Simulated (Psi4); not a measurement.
# AlH3Cl− (SMILES [H][Al-]([H])([H])[Cl]): levels of theory compared

Wanted: a comparison of 3 runs (HF/6-31G, PBE0/def2-SVP, SCS-OMP2/def2-SVPD) of AlH3Cl−. 

The results are computed with Psi4 1.11.

1 further run of the same task is left out (set aside as unsound or not needed).

## 1. Starting point

The species is AlH3Cl− (5 atoms), meant as a singlet with charge -1. SMILES: `[H][Al-]([H])([H])[Cl]`. Geometry: a GFN2-xTB relaxation, a rough one for these elements and not checked as a minimum.

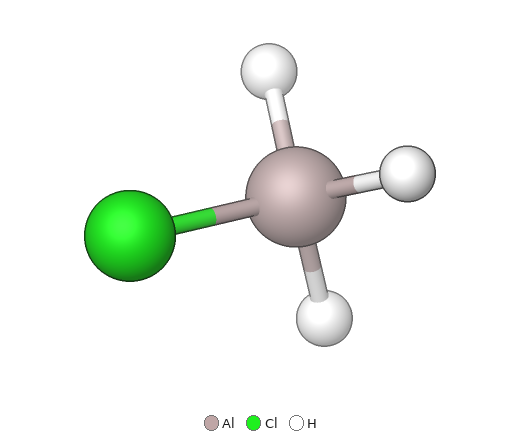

The structure, seen from a chosen angle (aluminium light grey, chlorine green, hydrogen white).

## 2. Energy and gradient at HF/6-31G (run 1)

alclh3.xyz

```xyz
5
AlClH3
Al    -0.002450     0.000420    -0.134210
Cl     0.013850    -0.018360     1.961810
H      1.532100     0.011680    -0.616990
H     -0.775390     1.334390    -0.590440
H     -0.768110    -1.328130    -0.620160
```

run.py

```python
import psi4

psi4.set_memory(1600000000)
psi4.set_num_threads(1)
psi4.core.set_output_file('run.log', False)

with open('alclh3.xyz') as f:
    atoms = ''.join(f.readlines()[2:])
mol = psi4.geometry('-1 1\n' + atoms + 'symmetry c1')

options = {'basis': '6-31G', 'puream': True, 'e_convergence': 1e-09, 'd_convergence': 1e-08, 'scf_type': 'pk'}
psi4.set_options(options)

e_tot, wfn = psi4.gradient('hf', return_wfn=True)
psi4.oeprop(wfn, 'LOWDIN_CHARGES', 'MAYER_INDICES', 'MULLIKEN_CHARGES')
print('gradient / Eh bohr^-1')
print(e_tot.np.round(6))
print(f'energy = {wfn.energy():.10f} Eh')
for k, v in sorted(psi4.core.scalar_variables().items()):
    print(f'{k:45s} {v:18.10f}')
```

Run with:

```
$ python run.py
```

run.log:

```text
[...]
  Running in c1 symmetry.
[...]
  Nuclear repulsion =   78.229455153542773
[...]
  Multiplicity = 1
[...]
  Nalpha       = 17
  Nbeta        = 17
[...]
    Number of basis functions: 32
[...]
   @RHF iter   1:  -703.14890103961545   -6.29155e-01   4.87887e-03 DIIS/ADIIS
[...]
   @RHF iter   9:  -703.16844997013743   -1.13687e-13   1.97506e-09 DIIS
[...]
  @RHF Final Energy:  -703.16844997013743
   => Energetics <=
    Nuclear Repulsion Energy =             78.2294551535427729
    One-Electron Energy =               -1137.2303490907086143
    Two-Electron Energy =                 355.8324439670283823
    Total Energy =                       -703.1684499701373170
[...]
  -Total Gradient:
     Atom            X                  Y                   Z
    ------   -----------------  -----------------  -----------------
       1        0.000039065031    -0.000551690745     0.055535560194
       2       -0.000397013986     0.000749530848    -0.070591715076
       3       -0.008833915925    -0.000009770549     0.005138730928
       4        0.004695574313    -0.007825985111     0.004967764335
       5        0.004496290567     0.007637915557     0.004949659618
[...]
  Mulliken Charges: (a.u.)
   Center  Symbol    Alpha    Beta     Spin     Total
       1    AL     6.13757  6.13757  0.00000  0.72485
       2    CL     8.81703  8.81703  0.00000 -0.63405
       3     H     0.68177  0.68177  0.00000 -0.36354
       4     H     0.68177  0.68177  0.00000 -0.36354
       5     H     0.68186  0.68186  0.00000 -0.36372
   Total alpha = 17.00000, Total beta = 17.00000, Total charge = -1.00000
  Lowdin Charges: (a.u.)
   Center  Symbol    Alpha    Beta     Spin     Total
       1    AL     6.37969  6.37969  0.00000  0.24062
[...]
```

On the terminal:

```text
gradient / Eh bohr^-1
[[ 3.9000e-05 -5.5200e-04  5.5536e-02]
 [-3.9700e-04  7.5000e-04 -7.0592e-02]
 [-8.8340e-03 -1.0000e-05  5.1390e-03]
 [ 4.6960e-03 -7.8260e-03  4.9680e-03]
 [ 4.4960e-03  7.6380e-03  4.9500e-03]]
energy = -703.1684499701 Eh
CURRENT ENERGY                                   -703.1684499701
CURRENT REFERENCE ENERGY                         -703.1684499701
DD SOLVATION ENERGY                                 0.0000000000
HF KINETIC ENERGY                                 703.7122108058
HF POTENTIAL ENERGY                             -1406.8806607760
HF TOTAL ENERGY                                  -703.1684499701
HF VIRIAL RATIO                                     1.9992272966
NUCLEAR REPULSION ENERGY                           78.2294551535
ONE-ELECTRON ENERGY                             -1137.2303490907
PCM POLARIZATION ENERGY                             0.0000000000
PE ENERGY                                           0.0000000000
SCF ITERATION ENERGY                             -703.1684499701
SCF ITERATIONS                                      9.0000000000
SCF TOTAL ENERGY                                 -703.1684499701
TWO-ELECTRON ENERGY                               355.8324439670
```

Run time: 1.2 s. Hardware: 1 thread of AMD EPYC 9B45 (Zen 5), shared host; peak memory 0.19 GiB.

## 3. Energy and gradient at PBE0/def2-SVP (run 2)

calc.dat

```
memory 1600 mb

molecule molecule1 {
  -1 1
  Al    -0.002450     0.000420    -0.134210
  Cl     0.013850    -0.018360     1.961810
  H      1.532100     0.011680    -0.616990
  H     -0.775390     1.334390    -0.590440
  H     -0.768110    -1.328130    -0.620160
  symmetry c1
}

set globals {
  basis                def2-SVP
  puream               true
  e_convergence        1e-09
  d_convergence        1e-08
  scf_type             pk
  dft_radial_points    99
  dft_spherical_points 590
}

result, w = gradient("pbe0", return_wfn=True)
oeprop(w, "MAYER_INDICES", "QUADRUPOLE", "LOWDIN_CHARGES", title="PBE0")
```

Run with:

```
$ psi4 calc.dat calc.out -n 1
```

calc.out:

```text
[...]
  Running in c1 symmetry.
[...]
  Nuclear repulsion =   78.229455153542773
[...]
  Multiplicity = 1
[...]
  Nalpha       = 17
  Nbeta        = 17
[...]
    Number of basis functions: 51
[...]
   @RKS iter   1:  -703.96740000011289   -3.92331e-01   5.88992e-03 DIIS/ADIIS
[...]
   @RKS iter   9:  -704.03601852752183   -1.25056e-12   2.45123e-09 DIIS
[...]
    Orbital Energies [Eh]
    ---------------------
    Doubly Occupied:
       1A   -101.440202     2A    -55.905727     3A     -9.293689
       4A     -7.030741     5A     -7.027312     6A     -7.027306
       7A     -3.942489     8A     -2.476920     9A     -2.473517
      10A     -2.473511    11A     -0.609679    12A     -0.234683
      13A     -0.143001    14A     -0.140259    15A     -0.140233
      16A     -0.077963    17A     -0.077618
[...]
  @RKS Final Energy:  -704.03601852752183
   => Energetics <=
    Nuclear Repulsion Energy =             78.2294551535427729
    One-Electron Energy =               -1137.8354926048200468
    Two-Electron Energy =                 391.8417492946992411
    DFT Exchange-Correlation Energy =     -36.2717303709439776
    Empirical Dispersion Energy =           0.0000000000000000
    VV10 Nonlocal Energy =                  0.0000000000000000
    Total Energy =                       -704.0360185275219465
[...]
  -Total Gradient:
     Atom            X                  Y                   Z
    ------   -----------------  -----------------  -----------------
       1       -0.000166015406    -0.000257913632     0.024341008854
       2       -0.000166867599     0.000455912140    -0.039087499209
       3       -0.006559676483    -0.000009265178     0.005015958784
       4        0.003533789769    -0.005855695797     0.004889048844
       5        0.003358885039     0.005666310843     0.004843565321
[...]
```

Run time: 4.5 s. Hardware: 1 thread of AMD EPYC 9B45 (Zen 5), shared host; peak memory 0.59 GiB.

## 4. A single-point energy at SCS-OMP2/def2-SVPD (fitted SCF) (run 3)

alclh3.xyz is that of step 2.

alclh3_ase.py

```python
import numpy as np
from ase.calculators.psi4 import Psi4
from ase.io import read

a = read('alclh3.xyz')
calc = Psi4(atoms=a, method='scs-omp2', basis='def2-SVPD', memory='1600MB', num_threads=1, charge=-1, multiplicity=1, label='alclh3')
calc.psi4.set_options({'scf_type': 'df', 'mp2_type': 'conv', 'print': 2})
a.calc = calc

print(f'energy: {a.get_potential_energy():.6f} eV')
```

Run with:

```
$ python alclh3_ase.py
```

alclh3.dat:

```text
[...]
  Running in c1 symmetry.
[...]
  Nuclear repulsion =   78.229455153542773
[...]
  Multiplicity = 1
[...]
  Nalpha       = 17
  Nbeta        = 17
[...]
   @DF-RHF iter   1:  -703.01609033005411   -6.24600e-01   2.38856e-03 ADIIS/DIIS
[...]
   @DF-RHF iter  10:  -703.04269830324665   -3.97904e-12   1.49398e-09 DIIS
[...]
  @DF-RHF Final Energy:  -703.04269830324665
   => Energetics <=
    Nuclear Repulsion Energy =             78.2294551535427729
    One-Electron Energy =               -1137.0570597519158582
    Two-Electron Energy =                 355.7849062951263477
    Total Energy =                       -703.0426983032466524
[...]
 Multipole Moments:
 ------------------------------------------------------------------------------------
     Multipole            Electronic (a.u.)      Nuclear  (a.u.)        Total (a.u.)
 ------------------------------------------------------------------------------------
 L = 1.  Multiply by 2.5417464519 to convert [e a0] to [Debye]
 Dipole X            :          0.0307289           -0.0271630            0.0035660
 Dipole Y            :         -0.0557968            0.0423776           -0.0134191
 Dipole Z            :          5.5173714           -4.3269246            1.1904468
 Magnitude           :                                                    1.1905278
[...]
      Number of basis functions:        75
[...]
	SCS-MP2 Total Energy (a.u.)        :  -703.31273867396169
	SOS-MP2 Total Energy (a.u.)        :  -703.31455594315435
[...]
	MP2 Total Energy (a.u.)            :  -703.31054186638107
[...]
	SCS-OMP2 Total Energy (a.u.)       :  -703.31382910401260
	SOS-OMP2 Total Energy (a.u.)       :  -703.29437057063171
[...]
	OMP2 Total Energy (a.u.)           :  -703.31054121418856
[...]
```

The script printed:

```text
energy: -19138.144100 eV
```

It took 7.2 s on 1 thread of AMD EPYC 9B45 (Zen 5), shared host; peak memory 0.34 GiB.

## 5. Overview of the runs

```
run                            level         integration grid      task  energy (Eh)  HOMO energy (eV)  LUMO energy (eV)  HOMO–LUMO gap (eV)  wall time
  1                         HF/6-31G                        –  gradient  -703.168450             -5.48              7.73               13.21      1.2 s
  2                    PBE0/def2-SVP  99 radial × 590 angular  gradient  -704.036019             -2.11              6.17                8.28      4.5 s
  3  SCS-OMP2/def2-SVPD (fitted SCF)                        –    energy  -703.313829             -5.53              5.25               10.78      7.2 s
```

## 6. What came out

```
                                                    quantity          value
                                         run 3: total energy  -703.31383 Eh
                  run 3: HOMO energy (Hartree–Fock orbitals)       -5.53 eV
                  run 3: LUMO energy (Hartree–Fock orbitals)        5.25 eV
run 3: HOMO–LUMO gap (to an unbound level, set by the basis)       10.78 eV
                                   run 3: correlation energy     -271.1 mEh
```

All runs together took 13 s, the longest 7.2 s.
